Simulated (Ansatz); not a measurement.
## Nudged elastic band, with input and output: C$_{3}$H$_{11}$AlS (part 1 of 2)

C$_{3}$H$_{11}$AlS, computed with RKS BLYP/def2-SVP (Ansatz 0.2.0).

The run did not end well. One setting was made poor on purpose. It belongs to a series of runs on one base structure; here: band between the two ends.

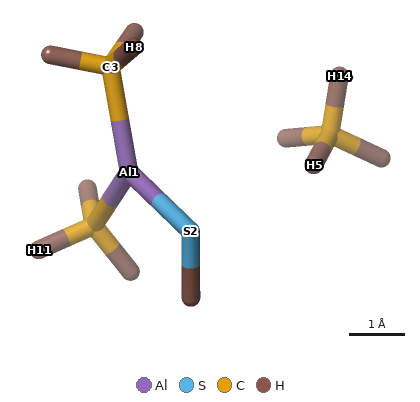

**Figure 1.** The starting structure (stick view, seen at a tilt; atoms are numbered from 1 in the order of the input). Sticks mark near contacts.

Input
```yaml
crystal:
  periodic: [false, false, false]
  atoms:
    - { symbol: Al, position_ang: [0.415087, -0.640696, -0.990342] }
    - { symbol: S, position_ang: [2.525158, 0.061608, -0.860122] }
    - { symbol: C, position_ang: [0.017706, -2.352564, -0.096651] }
    - { symbol: C, position_ang: [-0.911124, 0.409389, -2.010861] }
    - { symbol: H, position_ang: [0.788531, 1.36759, 1.7689] }
    - { symbol: C, position_ang: [-0.112218, 1.514233, 2.394121] }
    - { symbol: H, position_ang: [2.323694, 1.215102, -1.561331] }
    - { symbol: H, position_ang: [0.900312, -2.801263, 0.402124] }
    - { symbol: H, position_ang: [-0.774414, -2.222784, 0.672427] }
    - { symbol: H, position_ang: [-0.372811, -3.097471, -0.823945] }
    - { symbol: H, position_ang: [-0.900017, 0.107628, -3.08232] }
    - { symbol: H, position_ang: [-0.712833, 1.501537, -1.983867] }
    - { symbol: H, position_ang: [-1.945402, 0.241121, -1.642136] }
    - { symbol: H, position_ang: [-0.157592, 0.724423, 3.167429] }
    - { symbol: H, position_ang: [-0.062339, 2.5053, 2.882337] }
    - { symbol: H, position_ang: [-1.02164, 1.467046, 1.764236] }
basis:
  gaussian: { orbitals: def2-SVP }
hamiltonian:
  xc: blyp
neb:
  order_check: false
  images: 9
  f_tol: 0.05
  max_iterations: 10
  final_atoms:
    - { symbol: Al, position_ang: [-0.29562145, -0.12926782, -0.02464322] }
    - { symbol: S, position_ang: [2.35871051, 0.36613454, -0.60684596] }
    - { symbol: C, position_ang: [-0.12914046, -2.10099244, 0.21597055] }
    - { symbol: C, position_ang: [-1.04142349, 0.56707157, -1.73763844] }
    - { symbol: H, position_ang: [2.83000539, 0.26356402, 0.67003789] }
    - { symbol: C, position_ang: [-0.45218687, 1.01026965, 1.60693561] }
    - { symbol: H, position_ang: [2.29799412, 1.72757079, -0.53032048] }
    - { symbol: H, position_ang: [0.54870775, -2.39428469, 1.04701547] }
    - { symbol: H, position_ang: [-1.12557147, -2.53091137, 0.46737522] }
    - { symbol: H, position_ang: [0.21429177, -2.63004177, -0.69893467] }
    - { symbol: H, position_ang: [-0.66720463, 0.02760788, -2.63445132] }
    - { symbol: H, position_ang: [-0.8574827, 1.65182012, -1.89771354] }
    - { symbol: H, position_ang: [-2.14814915, 0.4398654, -1.7404522] }
    - { symbol: H, position_ang: [0.21384257, 0.69007029, 2.43800483] }
    - { symbol: H, position_ang: [-0.25652542, 2.08855513, 1.41814319] }
    - { symbol: H, position_ang: [-1.49014848, 0.95316772, 2.00751606] }
  initial_path:
    images:
      - { positions_ang: [[0.415087, -0.640696, -0.990342], [2.525158, 0.061608, -0.860122], [0.017706, -2.352564, -0.096651], [-0.911124, 0.409389, -2.010861], [0.788531, 1.36759, 1.7689], [-0.112218, 1.514233, 2.394121], [2.323694, 1.215102, -1.561331], [0.900312, -2.801263, 0.402124], [-0.774414, -2.222784, 0.672427], [-0.372811, -3.097471, -0.823945], [-0.900017, 0.107628, -3.08232], [-0.712833, 1.501537, -1.983867], [-1.945402, 0.241121, -1.642136], [-0.157592, 0.724423, 3.167429], [-0.062339, 2.5053, 2.882337], [-1.02164, 1.467046, 1.764236]] }
      - { positions_ang: [[0.32183199, -0.57869167, -0.85233411], [2.51160506, 0.14585839, -0.75893416], [-0.00256327, -2.32034643, -0.00359575], [-0.9201346, 0.45931657, -1.96100378], [0.83814728, 1.25347738, 1.55614866], [-0.096636, 1.40830558, 2.2308932], [2.27586965, 1.27009368, -1.47588462], [0.89797821, -2.73062894, 0.48363378], [-0.78786678, -2.25622442, 0.76510541], [-0.35030868, -3.06061656, -0.74671023], [-0.82083994, 0.17788506, -3.013708], [-0.75231344, 1.55036624, -1.91044275], [-1.95938275, 0.27277057, -1.68542609], [-0.141168, 0.61540642, 2.99639426], [0.01220117, 2.38131872, 2.72238213], [-1.02632192, 1.4119084, 1.65348104]] }
      - { positions_ang: [[0.22857697, -0.51668734, -0.71432622], [2.49805213, 0.23010878, -0.65774631], [-0.02283255, -2.28812886, 0.08945951], [-0.92914519, 0.50924415, -1.91114656], [0.88776356, 1.13936476, 1.34339731], [-0.08105399, 1.30237816, 2.06766539], [2.2280453, 1.32508537, -1.39043823], [0.89564442, -2.65999489, 0.56514356], [-0.80131956, -2.28966484, 0.85778383], [-0.32780636, -3.02376212, -0.66947547], [-0.74166287, 0.24814213, -2.94509599], [-0.79179387, 1.59919548, -1.8370185], [-1.97336349, 0.30442014, -1.72871617], [-0.12474399, 0.50638984, 2.82535951], [0.08674134, 2.25733744, 2.56242726], [-1.03100384, 1.35677081, 1.54272608]] }
      - { positions_ang: [[0.13532196, -0.45468301, -0.57631833], [2.48449919, 0.31435917, -0.55655847], [-0.04310182, -2.25591129, 0.18251476], [-0.93815579, 0.55917172, -1.86128934], [0.93737984, 1.02525215, 1.13064597], [-0.06547199, 1.19645073, 1.90443759], [2.18022095, 1.38007705, -1.30499185], [0.89331063, -2.58936083, 0.64665334], [-0.81477234, -2.32310526, 0.95046224], [-0.30530403, -2.98690768, -0.5922407], [-0.66248581, 0.31839919, -2.87648399], [-0.83127431, 1.64802472, -1.76359424], [-1.98734424, 0.33606971, -1.77200626], [-0.10831999, 0.39737326, 2.65432477], [0.16128152, 2.13335616, 2.40247239], [-1.03568576, 1.30163321, 1.43197112]] }
      - { positions_ang: [[0.04206694, -0.39267868, -0.43831043], [2.47094625, 0.39860956, -0.45537063], [-0.06337109, -2.22369371, 0.27557001], [-0.94716639, 0.6090993, -1.81143213], [0.98699612, 0.91113953, 0.91789462], [-0.04988999, 1.09052331, 1.74120978], [2.13239661, 1.43506874, -1.21954546], [0.89097683, -2.51872678, 0.72816312], [-0.82822513, -2.35654568, 1.04314066], [-0.28280171, -2.95005324, -0.51500593], [-0.58330874, 0.38865626, -2.80787199], [-0.87075475, 1.69685396, -1.69016999], [-2.00132498, 0.36771927, -1.81529634], [-0.09189598, 0.28835668, 2.48329003], [0.23582169, 2.00937487, 2.24251752], [-1.04036769, 1.24649562, 1.32121616]] }
      - { positions_ang: [[-0.05118807, -0.33067435, -0.30030254], [2.45739331, 0.48285995, -0.35418278], [-0.08364036, -2.19147614, 0.36862526], [-0.95617698, 0.65902687, -1.76157491], [1.0366124, 0.79702691, 0.70514328], [-0.03430798, 0.98459589, 1.57798198], [2.08457226, 1.49006042, -1.13409908], [0.88864304, -2.44809272, 0.8096729], [-0.84167791, -2.3899861, 1.13581907], [-0.26029939, -2.9131988, -0.43777117], [-0.50413168, 0.45891332, -2.73925999], [-0.91023518, 1.7456832, -1.61674574], [-2.01530573, 0.39936884, -1.85858643], [-0.07547198, 0.1793401, 2.31225529], [0.31036186, 1.88539359, 2.08256265], [-1.04504961, 1.19135802, 1.2104612]] }
      - { positions_ang: [[-0.10007475, -0.29039305, -0.24517068], [2.43765675, 0.45951486, -0.40471542], [-0.09274038, -2.1733794, 0.33809432], [-0.97322628, 0.64063581, -1.75678761], [1.395291, 0.69033433, 0.6981222], [-0.11788376, 0.98973064, 1.58377271], [2.12725663, 1.5375625, -1.01334336], [0.82065598, -2.43733112, 0.85714142], [-0.89845662, -2.41817116, 1.0021303], [-0.16538116, -2.85656739, -0.49000387], [-0.53674627, 0.37265223, -2.71829825], [-0.89968469, 1.72691058, -1.6729393], [-2.04187441, 0.40746815, -1.83495958], [-0.01760907, 0.28148614, 2.33740519], [0.19698441, 1.9260259, 1.94967876], [-1.13406938, 1.14371996, 1.36987217]] }
      - { positions_ang: [[-0.14896142, -0.25011174, -0.19003881], [2.41792019, 0.43616978, -0.45524805], [-0.1018404, -2.15528266, 0.30756338], [-0.99027558, 0.62224475, -1.75200032], [1.75396959, 0.58364175, 0.69110113], [-0.20145954, 0.99486539, 1.58956343], [2.169941, 1.58506457, -0.89258764], [0.75266892, -2.42656951, 0.90460993], [-0.95523533, -2.44635621, 0.86844153], [-0.07046292, -2.79993599, -0.54223657], [-0.56936086, 0.28639114, -2.69733652], [-0.88913419, 1.70813796, -1.72913286], [-2.0684431, 0.41556747, -1.81133274], [0.04025384, 0.38363218, 2.3625551], [0.08360695, 1.96665821, 1.81679487], [-1.22308916, 1.0960819, 1.52928314]] }
      - { positions_ang: [[-0.1978481, -0.20983043, -0.13490695], [2.39818363, 0.4128247, -0.50578069], [-0.11094042, -2.13718592, 0.27703244], [-1.00732488, 0.60385369, -1.74721303], [2.11264819, 0.47694918, 0.68408005], [-0.28503531, 1.00000015, 1.59535416], [2.21262538, 1.63256664, -0.77183192], [0.68468186, -2.41580791, 0.95207844], [-1.01201405, -2.47454127, 0.73475276], [0.02445531, -2.74330458, -0.59446927], [-0.60197545, 0.20013006, -2.67637479], [-0.87858369, 1.68936535, -1.78532642], [-2.09501178, 0.42366678, -1.78770589], [0.09811675, 0.48577821, 2.38770501], [-0.02977051, 2.00729051, 1.68391098], [-1.31210893, 1.04844384, 1.68869411]] }
      - { positions_ang: [[-0.24673477, -0.16954913, -0.07977508], [2.37844707, 0.38947962, -0.55631332], [-0.12004044, -2.11908918, 0.24650149], [-1.02437418, 0.58546263, -1.74242574], [2.47132679, 0.3702566, 0.67705897], [-0.36861109, 1.0051349, 1.60114489], [2.25530975, 1.68006872, -0.6510762], [0.61669481, -2.4050463, 0.99954696], [-1.06879276, -2.50272632, 0.60106399], [0.11937354, -2.68667318, -0.64670197], [-0.63459004, 0.11386897, -2.65541305], [-0.86803319, 1.67059273, -1.84151998], [-2.12158047, 0.43176609, -1.76407905], [0.15597966, 0.58792425, 2.41285492], [-0.14314796, 2.04792282, 1.55102709], [-1.40112871, 1.00080578, 1.84810508]] }
      - { positions_ang: [[-0.29562145, -0.12926782, -0.02464322], [2.35871051, 0.36613454, -0.60684596], [-0.12914046, -2.10099244, 0.21597055], [-1.04142349, 0.56707157, -1.73763844], [2.83000539, 0.26356402, 0.67003789], [-0.45218687, 1.01026965, 1.60693561], [2.29799412, 1.72757079, -0.53032048], [0.54870775, -2.39428469, 1.04701547], [-1.12557147, -2.53091137, 0.46737522], [0.21429177, -2.63004177, -0.69893467], [-0.66720463, 0.02760788, -2.63445132], [-0.8574827, 1.65182012, -1.89771354], [-2.14814915, 0.4398654, -1.7404522], [0.21384257, 0.69007029, 2.43800483], [-0.25652542, 2.08855513, 1.41814319], [-1.49014848, 0.95316772, 2.00751606]] }
```

Run on 4 threads of Arm Neoverse N1, 16 GiB of memory available, shared host.

Run as:
```bash
ansatz run input.yaml --threads 4 --pin off --max-ram 5120MiB --backend cpu --events-out ev --progress --plain --runs-dir out
```

The program's output
```
Engine: ansatz 0.2.0, aarch64-unknown-linux-gnu
Functional definition: BLYP
  parameter beta = 0.0042
  parameter a = 0.04918
  parameter b = 0.132
  parameter c = 0.2533
  parameter d = 0.349
  exchange = b88_x(beta = beta)
  correlation = lyp_c(a = a, b = b, c = c, d = d)
1510 factors; their error is unknown
mean field evaluation 1: about -20691.6428 eV, gradient 9.4e1 eV
mean field evaluation 2: about -20659.4550 eV, gradient 1.3e2 eV
mean field evaluation 4: about -20713.7202 eV, gradient 1.1e1 eV
mean field evaluation 8: about -20714.1039 eV, gradient 1.9e-1 eV
mean field evaluation 16: about -20714.0370 eV, gradient 2.4e-4 eV
mean field -20714.03698790 eV, -761.2268188268 hartree, gradient 1.9e-5 eV, S^2 0.000000; 0 other end points of the search recorded, 0 dependent functions left out
the calculation of the forces begins
reference -20714.03739009 eV, -761.2268336069 hartree; 29, 29 occupied and 104, 104 virtual orbitals, 1510 factors
1510 factors; their error is unknown
mean field evaluation 32: about -20712.9878 eV, gradient 4.1e-2 eV
mean field -20712.98783931 eV, -761.1882633271 hartree, gradient 5.5e-5 eV, S^2 0.000000; 0 other end points of the search recorded, 0 dependent functions left out
[... from here on the field's lines of each further geometry are left out, up to the last ...]
NEB iter   1: max|band force component| = 4.734e0 eV/Å  barrier→ = 2.3944 eV  barrier← = 1.3453 eV  Δτ_max = 0.2000 Å  (318 SCF iters)
NEB iter   2: max|band force component| = 1.830e0 eV/Å  barrier→ = 1.6555 eV  barrier← = 0.6063 eV  Δτ_max = 0.2000 Å  (270 SCF iters)
NEB iter   3: max|band force component| = 1.466e0 eV/Å  barrier→ = 1.5546 eV  barrier← = 0.5055 eV  Δτ_max = 0.1986 Å  (260 SCF iters)
NEB iter   4: max|band force component| = 4.674e-1 eV/Å  barrier→ = 1.5352 eV  barrier← = 0.4860 eV  CI = image 6  Δτ_max = 0.2000 Å  (259 SCF iters)
NEB iter   5: max|band force component| = 1.146e0 eV/Å  barrier→ = 1.5956 eV  barrier← = 0.5464 eV  CI = image 6  Δτ_max = 0.0813 Å  (264 SCF iters)
NEB iter   6: max|band force component| = 2.252e-1 eV/Å  barrier→ = 1.5944 eV  barrier← = 0.5452 eV  CI = image 6  Δτ_max = 0.0575 Å  (257 SCF iters)
NEB iter   7: max|band force component| = 9.620e-2 eV/Å  barrier→ = 1.5933 eV  barrier← = 0.5441 eV  CI = image 6  Δτ_max = 0.0690 Å  (261 SCF iters)
NEB iter   8: max|band force component| = 7.094e-2 eV/Å  barrier→ = 1.5901 eV  barrier← = 0.5409 eV  CI = image 6  Δτ_max = 0.0998 Å  (258 SCF iters)
NEB iter   9: max|band force component| = 8.421e-2 eV/Å  barrier→ = 1.5866 eV  barrier← = 0.5375 eV  CI = image 6  Δτ_max = 0.0500 Å  (256 SCF iters)
the calculation of the forces begins
reference -20712.95587643 eV, -761.1870887131 hartree; 29, 29 occupied and 104, 104 virtual orbitals, 1510 factors
these checks for a lower state are left out or cut short: starts, cluster_reference, orbital_swaps, neighbouring_geometries, increment
1510 factors; their error is unknown
mean field -20712.98398782 eV, -761.1881217875 hartree, gradient 6.3e-6 eV, S^2 0.000000; 0 other end points of the search recorded, 0 dependent functions left out
the calculation of the forces begins
reference -20712.98436376 eV, -761.1881356031 hartree; 29, 29 occupied and 104, 104 virtual orbitals, 1510 factors
NEB iter  10: max|band force component| = 5.593e-2 eV/Å  barrier→ = 1.5851 eV  barrier← = 0.5359 eV  CI = image 6  Δτ_max = 0.0500 Å  (261 SCF iters)
```

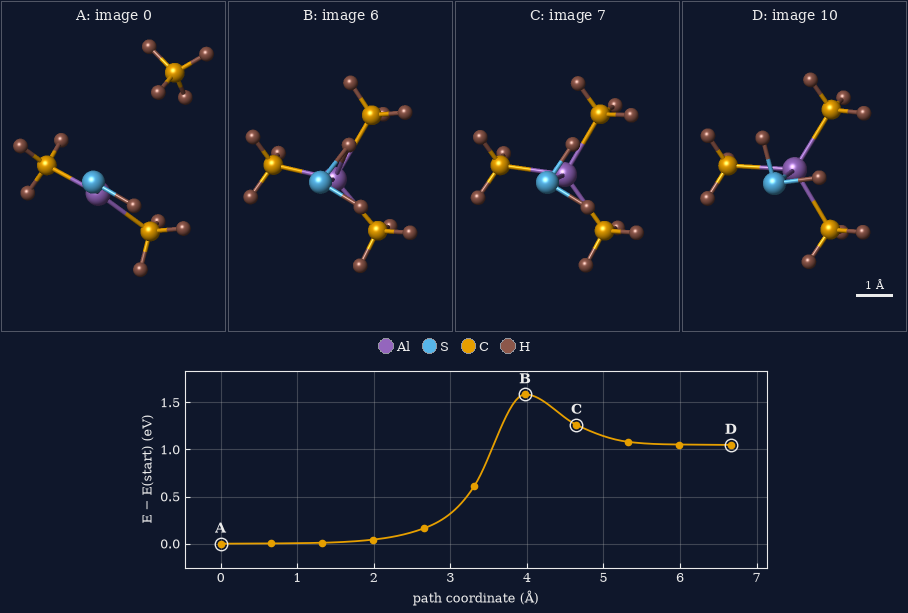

**Figure 2.** Images of the last band (counted from 0; ball-and-stick, seen at a tilt) above the energy along the path; the line is a cubic interpolation that uses the forces. The highest image is number 6, 1.585 eV above the start and 0.536 eV above the end (the climbing image); the end lies 1.049 eV above the start. The path is 6.66 Å long. The band had not converged after 10 iterations.
